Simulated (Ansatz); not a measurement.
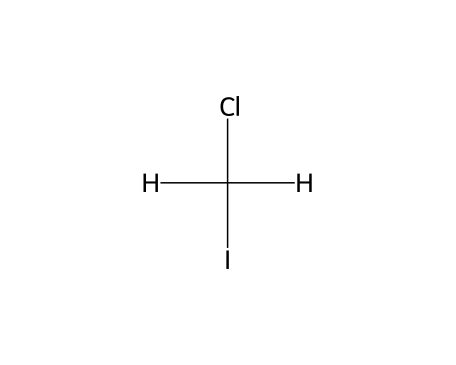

Transcribe the drawing into SMILES.

Answer. ClCI

Give the formula, hydrogens included.

Answer. CH2ClI.

An optimisation with PBE0-D4/def2-TZVP gave a structure of which point group?

Answer. Cs.

More results for the same structure follow; atom numbers are the same in all pictures, views and colours differ. The geometry was computed by an optimisation with PBE0-D4/def2-TZVP.

### Geometry

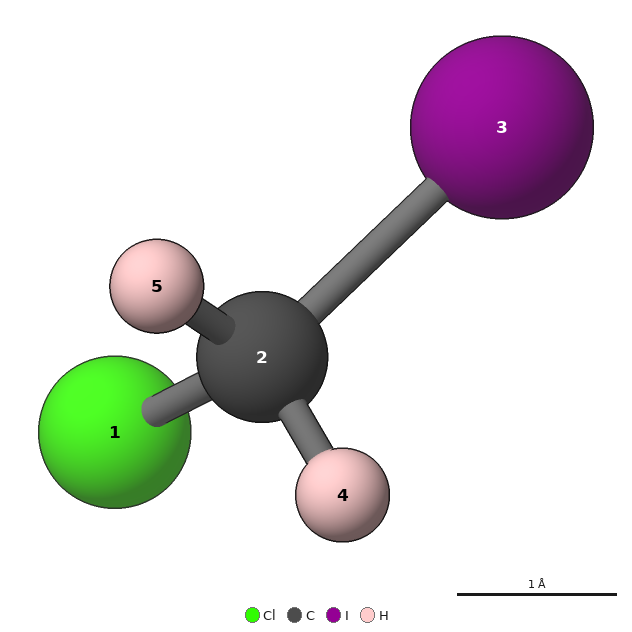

Estimate the angles Cl1–C2–I3, Cl1–C2–H4, I3–C2–H4, H4–C2–H5.

```json
{"angle": "Cl1–C2–I3", "degrees": "113.9"}
{"angle": "Cl1–C2–H4", "degrees": "109.1"}
{"angle": "I3–C2–H4", "degrees": "106.6"}
{"angle": "H4–C2–H5", "degrees": "111.7"}
```

### Electronic properties

Method: RKS r2SCAN-D4/def2-TZVPP, core potentials on I (Ansatz 0.2.0).

Predict the main results.

- dipole moment: 1.45 D
- HOMO energy (Kohn–Sham orbital): −6.75 eV
- LUMO energy (Kohn–Sham orbital): −2.14 eV
- HOMO–LUMO gap: 4.61 eV
- vertical ionisation energy: 9.81 eV

### Vibrations

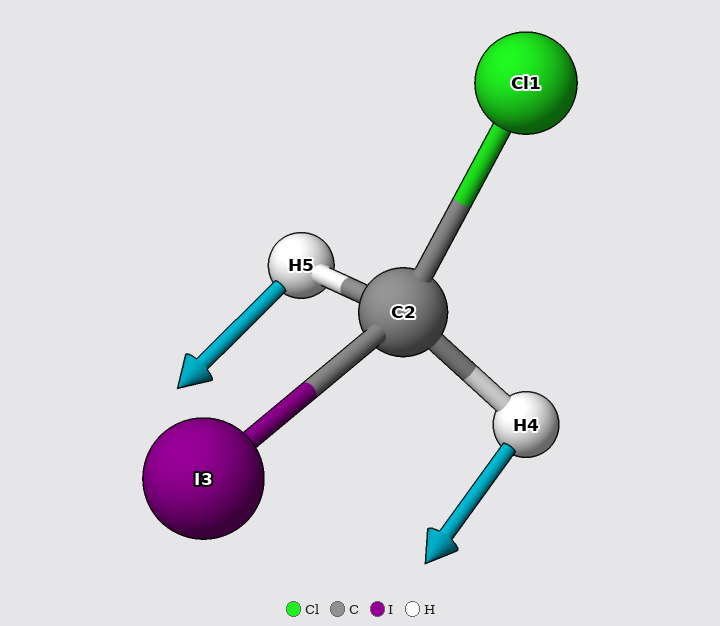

The arrows show one normal mode. Harmonic vibrations computed with RKS PBE0-D4/def2-TZVP, core potentials on I (Ansatz 0.2.0) at a stationary point of the same level.

What kind of motion is it?

Answer. Mostly H–C–I bending.

Estimate its harmonic wavenumber.

Answer. 1211 cm⁻¹; it is mode 6 of 9 counted from the lowest.

### Thermal motion

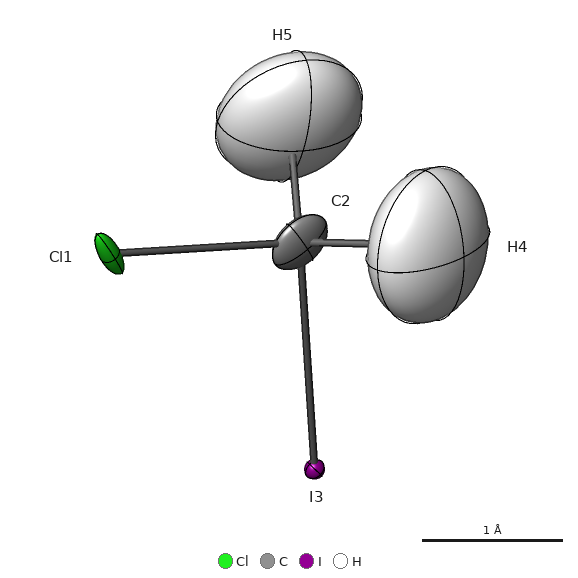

Displacement ellipsoids at the 50 % level, enlarged 3 times, from the internal vibrations of the free molecule (harmonic, no overall translation or rotation; no half-axis is drawn under 0.075 Å). Vibrations computed with RKS PBE0-D4/def2-TZVP, core potentials on I (Ansatz 0.2.0). Temperature: 200 K.

Give the displacement parameters, one line for each set of equivalent atoms.

```tsv
atom	U_eq (Å²)	rms amplitudes (Å)
Cl1	0.00094	0.003, 0.011, 0.052
C2	0.0017	0.022, 0.046, 0.051
I3	0.00009	0.001, 0.003, 0.016
H4, H5	0.0116	0.073, 0.117, 0.125
```

### Charges

The questions are on Mulliken charges. Level of theory: RKS B3LYP-D4/def2-TZVPP, core potentials on I (Ansatz 0.2.0).

List the Mulliken charges.

```tsv
atom	value (e)
Cl1	−0.10
C2	−0.24
I3	−0.02
H4	0.18
H5	0.18
```

Mulliken values depend strongly on the basis set and can even reverse the polarity of a bond.
